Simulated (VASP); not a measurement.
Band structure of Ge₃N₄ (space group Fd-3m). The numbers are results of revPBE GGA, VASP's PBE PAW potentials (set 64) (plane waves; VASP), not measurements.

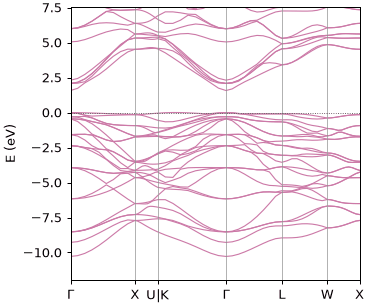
*Bands along high-symmetry lines, zero at the valence-band maximum or, without a gap, the Fermi level*

**Question.** Read the plot: is there a gap, and where are the band edges?

**Answer.** The gap is indirect, 1.57 eV, from the valence maximum at K-Γ at 0.22 to the conduction minimum at Γ.

The structure comes from a computed database's Ge3N4 entry; how it stands against other phases isn't given here. The cell was not relaxed at this level.
